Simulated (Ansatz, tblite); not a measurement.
# The cluster Si₅O₆: removing and adding an electron

Aim: the energy of removing and adding an electron for the cluster Si₅O₆, by energy differences, and how well orbital energies stand in for it.

Computed with Ansatz 0.2.0, Gaussian basis. Level: as each input shows.

The runs, in order: charge +1 doublet, at the geometry of the singlet (PBE0-D4/def2-TZVP, PBE-D4/def2-TZVP, B97M-V/def2-TZVP); charge -1 doublet, at the geometry of the singlet (PBE0-D4/def2-TZVP, PBE-D4/def2-TZVP, B97M-V/def2-TZVP); the starting singlet's energies come from earlier runs.

2 further runs of the same task are left out: 2 set aside as unsound or not needed.

## 1. The structure

The singlet was relaxed beforehand with PBE-D4/def2-SVP. At that level it is the lowest of the isomers that a small search found.

11 atoms, charge 0, spin multiplicity 1.

Atoms are counted from 1 here; the program's logs count them from 0.

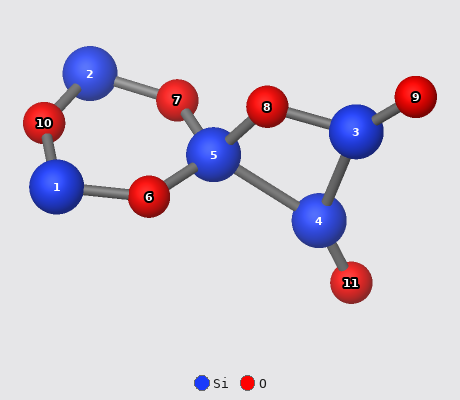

The structure; silicon blue, oxygen red; atoms are numbered from 1 in the order of the file.

## 2. Charge +1 doublet at the fixed geometry, PBE0-D4/def2-TZVP

The input, in.yaml:

```yaml
crystal:
  periodic: [false, false, false]
  atoms:
    - {symbol: Si, position_ang: [-2.564792, -0.570201, 1.879645]}
    - {symbol: Si, position_ang: [-2.891921, -0.578413, -1.329163]}
    - {symbol: Si, position_ang: [2.242609, 1.486798, -0.229804]}
    - {symbol: Si, position_ang: [2.089266, -0.922484, -0.204731]}
    - {symbol: Si, position_ang: [-0.131940, -0.125536, 0.009056]}
    - {symbol: O, position_ang: [-0.912312, -0.345332, 1.466974]}
    - {symbol: O, position_ang: [-1.189521, -0.354425, -1.260115]}
    - {symbol: O, position_ang: [0.543279, 1.426981, -0.063499]}
    - {symbol: O, position_ang: [3.094006, 2.776795, -0.308293]}
    - {symbol: O, position_ang: [-3.281114, -0.616764, 0.331536]}
    - {symbol: O, position_ang: [3.002450, -2.177421, -0.291615]}
basis:
  gaussian: {orbitals: def2-TZVP}
total_charge: 1
magnetization: {spin_polarized: true, initial_magnetization: 1}
hamiltonian: {xc: pbe0, dispersion: d4}
scf: {omitted_lower_state_checks: [starts]}
output: {orbitals: {seedname: orbitals}}
```

Run with:

```bash
$ ansatz run in.yaml --threads 4 --pin off --events-out ev --progress --plain --max-ram 6963MiB
```

The log of the run:

```text
Functional definition: PBE0
  name "PBE0"
  cite "Adamo & Barone, J. Chem. Phys. 110, 6158 (1999) doi:10.1063/1.478522"
  cite "Perdew, Burke & Ernzerhof, Phys. Rev. Lett. 77, 3865 (1996) doi:10.1103/PhysRevLett.77.3865"
  parent pbe
  parameter a = 0.25
  parameter kappa = 0.804
  parameter beta = 0.06672455060314922
  exchange = (1 - a)*pbe_x(kappa = kappa, mu = beta*pi^2/3) + a*exact_x
  correlation = pbe_c(beta = beta)
these checks for a lower state are left out or cut short: starts
2246 factors; their error is unknown
mean field evaluation 1: about -51602.2305 eV, gradient 1.1e2 eV
mean field evaluation 2: about -51153.5506 eV, gradient 2.5e2 eV
mean field evaluation 4: about -51632.4488 eV, gradient 5.3e1 eV
mean field evaluation 8: about -51644.5453 eV, gradient 1.3e1 eV
mean field evaluation 16: about -51645.8599 eV, gradient 1.2e0 eV
mean field evaluation 32: about -51646.0625 eV, gradient 1.2e-3 eV
mean field -51646.06254526 eV, -1897.9577915799 hartree, gradient 1.7e-5 eV, S^2 0.765510; 0 other end points of the search recorded, 0 dependent functions left out
reference -51646.06258739 eV, -1897.9577931282 hartree; 59, 58 occupied and 312, 313 virtual orbitals, 2246 factors
Total energy: -51646.58884516 eV, -1897.9771327442 hartree
Checks for a lower state left out: starts
```

Wall time 63 s (4 threads of Arm Neoverse V2, shared host); peak memory 2.3 GiB.

From the report: HOMO -11.55 eV, LUMO -10.87 eV (over both spins); ⟨S²⟩ 0.766 (pure: 0.75).

## 3. Charge +1 doublet at the fixed geometry, PBE-D4/def2-TZVP

start.molden holds the orbitals of an earlier run on this state, given as this run's starting guess.

in.yaml: that of step 2 with these lines changed.

```diff
@@ -15,6 +15,6 @@
 basis:
-  gaussian: {orbitals: def2-TZVP}
+  gaussian: {orbitals: def2-TZVP, initial_orbitals: start.molden}
 total_charge: 1
 magnetization: {spin_polarized: true, initial_magnetization: 1}
-hamiltonian: {xc: pbe0, dispersion: d4}
+hamiltonian: {xc: pbe, dispersion: d4}
 scf: {omitted_lower_state_checks: [starts]}
```

The command is unchanged.

The log of the run:

```text
Functional definition: PBE
  name "PBE"
  cite "Perdew, Burke & Ernzerhof, Phys. Rev. Lett. 77, 3865 (1996) doi:10.1103/PhysRevLett.77.3865"
  parent pbe
  parameter kappa = 0.804
  parameter beta = 0.06672455060314922
  exchange = pbe_x(kappa = kappa, mu = beta*pi^2/3)
  correlation = pbe_c(beta = beta)
these checks for a lower state are left out or cut short: starts
2166 factors; their error is unknown
mean field evaluation 1: about -51644.0042 eV, gradient 1.3e1 eV
mean field evaluation 2: about -51644.3467 eV, gradient 5.0e-1 eV
mean field evaluation 4: about -51644.3232 eV, gradient 9.0e-2 eV
mean field evaluation 8: about -51644.3232 eV, gradient 2.4e-5 eV
mean field -51644.32323207 eV, -1897.8938729990 hartree, gradient 2.4e-5 eV, S^2 0.753844; 0 other end points of the search recorded, 0 dependent functions left out
reference -51644.32328758 eV, -1897.8938750390 hartree; 59, 58 occupied and 312, 313 virtual orbitals, 2166 factors
Total energy: -51644.92879721 eV, -1897.9161271074 hartree
Checks for a lower state left out: starts
```

Run time: 15 s. Hardware: 4 threads of Arm Neoverse V2, shared host; peak memory 0.92 GiB.

From the report: HOMO -10.85 eV, LUMO -10.89 eV (over both spins; with the spin held, an empty level of the minority spin lies below the top filled one); ⟨S²⟩ 0.754 (pure: 0.75).

## 4. Charge +1 doublet at the fixed geometry, B97M-V/def2-TZVP

in.yaml: that of step 3 with these lines changed.

```diff
@@ -18,3 +18,3 @@
 magnetization: {spin_polarized: true, initial_magnetization: 1}
-hamiltonian: {xc: pbe, dispersion: d4}
+hamiltonian: {xc: {name: B97M-V}}
 scf: {omitted_lower_state_checks: [starts]}
```

Same command.

The log of the run, shortened:

```text
Functional definition: B97M-V
  name "B97M-V"
  cite "Mardirossian & Head-Gordon, J. Chem. Phys. 142, 074111 (2015) doi:10.1063/1.4907719"
  cite "Becke, J. Chem. Phys. 107, 8554 (1997) doi:10.1063/1.475007"
  cite "Vydrov & Van Voorhis, J. Chem. Phys. 133, 244103 (2010) doi:10.1063/1.3521275"
  # Of w^i u^j: cxij and so on, Table III.
[...]
  gx(w, u) = cx00 + cx01*u + cx02*u^2 + (cx10 + cx11*u)*w
  gss(w, u) = css00 + css02*u^2 + css10*w + (css32*w^3 + css42*w^4)*u^2
  gos(w, u) = cos00 + cos01*u + cos03*u^3 + cos10*w + cos32*w^3*u^2
[...]
      + integral(e_c_pw_mod_opposite_spin*gos(b97_w_opposite, b97_u_opposite)) + vv10(b, c)
[...]
2166 factors; their error is unknown
[...]
mean field -51662.44423330 eV, -1898.5598075113 hartree, gradient 1.6e-5 eV, S^2 0.756248; 0 other end points of the search recorded, 0 dependent functions left out
reference -51662.44431549 eV, -1898.5598105318 hartree; 59, 58 occupied and 312, 313 virtual orbitals, 2166 factors
Total energy: -51662.44431549 eV, -1898.5598105318 hartree
Checks for a lower state left out: starts
```

It took 56 s on 4 threads of Arm Neoverse V2, shared host; peak memory 1.3 GiB.

Report: HOMO -11.04 eV, LUMO -11.07 eV (over both spins; with the spin held, an empty level of the minority spin lies below the top filled one); ⟨S²⟩ 0.756 (pure: 0.75).

## 5. Vertical ionisation energy

Charged state less starting state, singlet to doublet; the starting state's energies are those of its earlier runs.

| level | vertical ionisation energy (eV) | time |
| --- | --- | --- |
| PBE-D4/def2-TZVP | +8.83 | 22 s |
| B97M-V/def2-TZVP | +9.05 | 84 s |
| PBE0-D4/def2-TZVP | +9.43 | 80 s |

Times add the two runs; a level without a time comes out of a correlated run.

Beside −ε(HOMO) of the starting state:

```csv
level,−ε(HOMO) (eV),by difference (eV),mismatch (eV)
PBE-D4/def2-TZVP,6.65,8.83,-2.19
B97M-V/def2-TZVP,6.93,9.05,-2.11
PBE0-D4/def2-TZVP,7.93,9.43,-1.50
```

## 6. Charge -1 doublet at the fixed geometry, PBE0-D4/def2-TZVP

in.yaml: that of step 4 with these lines changed.

```diff
@@ -15,6 +15,6 @@
 basis:
-  gaussian: {orbitals: def2-TZVP, initial_orbitals: start.molden}
-total_charge: 1
+  gaussian: {orbitals: def2-TZVP}
+total_charge: -1
 magnetization: {spin_polarized: true, initial_magnetization: 1}
-hamiltonian: {xc: {name: B97M-V}}
+hamiltonian: {xc: pbe0, dispersion: d4}
 scf: {omitted_lower_state_checks: [starts]}
```

Launched as before.

The log of the run, shortened:

```text
Functional definition: PBE0
  name "PBE0"
  cite "Adamo & Barone, J. Chem. Phys. 110, 6158 (1999) doi:10.1063/1.478522"
  cite "Perdew, Burke & Ernzerhof, Phys. Rev. Lett. 77, 3865 (1996) doi:10.1103/PhysRevLett.77.3865"
  parent pbe
[...]
2246 factors; their error is unknown
[...]
mean field -51657.93646368 eV, -1898.3941500335 hartree, gradient 2.2e-5 eV, S^2 0.755731; 0 other end points of the search recorded, 0 dependent functions left out
reference -51657.93650377 eV, -1898.3941515067 hartree; 60, 59 occupied and 311, 312 virtual orbitals, 2246 factors
Total energy: -51658.50866973 eV, -1898.4151782177 hartree
Checks for a lower state left out: starts
```

Run time: 56 s. Hardware: 4 threads of Arm Neoverse V2, shared host; peak memory 2.3 GiB.

HOMO -0.84 eV, LUMO 0.26 eV (over both spins); ⟨S²⟩ 0.756 (pure: 0.75).

## 7. Charge -1 doublet at the fixed geometry, PBE-D4/def2-TZVP

in.yaml: that of step 6 with these lines changed.

```diff
@@ -15,6 +15,6 @@
 basis:
-  gaussian: {orbitals: def2-TZVP}
+  gaussian: {orbitals: def2-TZVP, initial_orbitals: start.molden}
 total_charge: -1
 magnetization: {spin_polarized: true, initial_magnetization: 1}
-hamiltonian: {xc: pbe0, dispersion: d4}
+hamiltonian: {xc: pbe, dispersion: d4}
 scf: {omitted_lower_state_checks: [starts]}
```

Same command.

The log of the run:

```text
Functional definition: PBE
  name "PBE"
  cite "Perdew, Burke & Ernzerhof, Phys. Rev. Lett. 77, 3865 (1996) doi:10.1103/PhysRevLett.77.3865"
  parent pbe
  parameter kappa = 0.804
  parameter beta = 0.06672455060314922
  exchange = pbe_x(kappa = kappa, mu = beta*pi^2/3)
  correlation = pbe_c(beta = beta)
these checks for a lower state are left out or cut short: starts
2166 factors; their error is unknown
mean field evaluation 1: about -51655.1915 eV, gradient 1.3e1 eV
mean field evaluation 2: about -51655.5745 eV, gradient 5.7e-1 eV
mean field evaluation 4: about -51655.6143 eV, gradient 1.1e-1 eV
mean field evaluation 8: about -51655.5864 eV, gradient 2.0e-5 eV
mean field -51655.58644319 eV, -1898.3077883732 hartree, gradient 3.2e-5 eV, S^2 0.753971; 0 other end points of the search recorded, 0 dependent functions left out
reference -51655.58649647 eV, -1898.3077903313 hartree; 60, 59 occupied and 311, 312 virtual orbitals, 2166 factors
Total energy: -51656.24466573 eV, -1898.3319776054 hartree
Checks for a lower state left out: starts
```

Run time: 16 s. Hardware: 4 threads of Arm Neoverse V2, shared host; peak memory 0.92 GiB.

From the report: HOMO -0.36 eV, LUMO -0.16 eV (over both spins); ⟨S²⟩ 0.754 (pure: 0.75).

## 8. Charge -1 doublet at the fixed geometry, B97M-V/def2-TZVP

in.yaml: that of step 7 with these lines changed.

```diff
@@ -18,3 +18,3 @@
 magnetization: {spin_polarized: true, initial_magnetization: 1}
-hamiltonian: {xc: pbe, dispersion: d4}
+hamiltonian: {xc: {name: B97M-V}}
 scf: {omitted_lower_state_checks: [starts]}
```

The command is unchanged.

The log of the run, shortened:

```text
Functional definition: B97M-V
  name "B97M-V"
  cite "Mardirossian & Head-Gordon, J. Chem. Phys. 142, 074111 (2015) doi:10.1063/1.4907719"
  cite "Becke, J. Chem. Phys. 107, 8554 (1997) doi:10.1063/1.475007"
  cite "Vydrov & Van Voorhis, J. Chem. Phys. 133, 244103 (2010) doi:10.1063/1.3521275"
  # Of w^i u^j: cxij and so on, Table III.
[...]
  gx(w, u) = cx00 + cx01*u + cx02*u^2 + (cx10 + cx11*u)*w
  gss(w, u) = css00 + css02*u^2 + css10*w + (css32*w^3 + css42*w^4)*u^2
  gos(w, u) = cos00 + cos01*u + cos03*u^3 + cos10*w + cos32*w^3*u^2
[...]
      + integral(e_c_pw_mod_opposite_spin*gos(b97_w_opposite, b97_u_opposite)) + vv10(b, c)
[...]
2166 factors; their error is unknown
[...]
mean field -51673.95816769 eV, -1898.9829367959 hartree, gradient 5.2e-5 eV, S^2 0.754896; 0 other end points of the search recorded, 0 dependent functions left out
reference -51673.95824485 eV, -1898.9829396313 hartree; 60, 59 occupied and 311, 312 virtual orbitals, 2166 factors
Total energy: -51673.95824485 eV, -1898.9829396313 hartree
Checks for a lower state left out: starts
```

Run time: 53 s. Hardware: 4 threads of Arm Neoverse V2, shared host; peak memory 1.3 GiB.

From the report: HOMO -0.36 eV, LUMO -0.15 eV (over both spins); ⟨S²⟩ 0.755 (pure: 0.75).

## 9. Vertical electron affinity

Starting state less charged state (positive: the electron is bound), singlet to doublet; the starting state's energies are those of its earlier runs.

```
            level  vertical electron affinity (eV)  time
 PBE-D4/def2-TZVP                            +2.48  24 s
 B97M-V/def2-TZVP                            +2.47  82 s
PBE0-D4/def2-TZVP                            +2.49  73 s
```

Times add the two runs; a level without a time comes out of a correlated run.

Beside −ε(LUMO) of the starting state:

```
            level  −ε(LUMO) (eV)  by difference (eV)  mismatch (eV)
 PBE-D4/def2-TZVP           4.74                2.48          +2.26
 B97M-V/def2-TZVP           4.71                2.47          +2.24
PBE0-D4/def2-TZVP           4.08                2.49          +1.59
```

## 10. Summary of results

| quantity | value |
| --- | --- |
| vertical ionisation energy, functionals in def2-TZVP | 8.83 (PBE-D4) to 9.43 eV (PBE0-D4) |
| vertical electron affinity, functionals in def2-TZVP | 2.47 (B97M-V) to 2.49 eV (PBE0-D4) |

The vertical ionisation energy spans 8.83 to 9.43 eV over the functionals. −ε(HOMO) misses the level's own difference by -1.50 eV at best (PBE0-D4) and -2.19 eV at worst (PBE-D4). The vertical electron affinity spans 2.47 to 2.49 eV over the functionals. −ε(LUMO) misses the level's own difference by +1.59 eV at best (PBE0-D4) and +2.26 eV at worst (PBE-D4).
